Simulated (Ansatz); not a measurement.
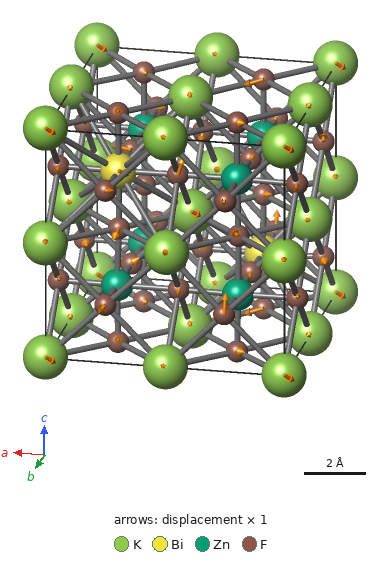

A relaxation of a defect cell of composition K8Bi2Zn6F24. The starting structure is drawn; orange arrows show the displacements, at their true length.

A ball-and-stick model of the cell of the calculation, seen from a free direction.

Method: DFT, PBEsol, PAW, plane waves in Ansatz. Set-up: plane-wave cutoff 420 eV; k-point mesh 1 × 1 × 1; mesh shifted by (0.25, 0.25, 0.25); no spin polarisation; atoms relaxed in a fixed cell; force threshold 0.03 eV/Å; at most 80 steps.

Which element moves most?

Answer. Fluorine: up to 0.74 Å, against 0.52 Å for bismuth.

What did the optimiser do to the structure, and how much energy did it gain?

Answer. The largest moves, 0.74 Å, are those of F atoms. Largest moves by element: F 0.74 Å, Bi 0.52 Å, K 0.51 Å, Zn 0.07 Å. The cell doesn't change. Among the contacts that change: F–K 2.844 → 3.787 Å, F–K 2.868 → 3.786 Å, F–K 2.891 → 3.787 Å, F–K 2.854 → 3.468 Å. Among the angles between lasting bonds that change: Bi–F–Zn 179.6° → 131.7°, Bi–F–Zn 179.3° → 132.0°, Bi–F–Zn 177.8° → 131.7°. After 16 accepted moves (18 points after the start) the energy has fallen by 6.082 eV per cell of the calculation. The largest force component goes from 5 to 0.013 eV/Å. The line search rejected the trial step at point 13 of the run. 1 step only repeated the SCF at the same geometry.

Limits of the set-up: the periodic images lie only 8.1 Å apart, so the values are limited by the cell's size.
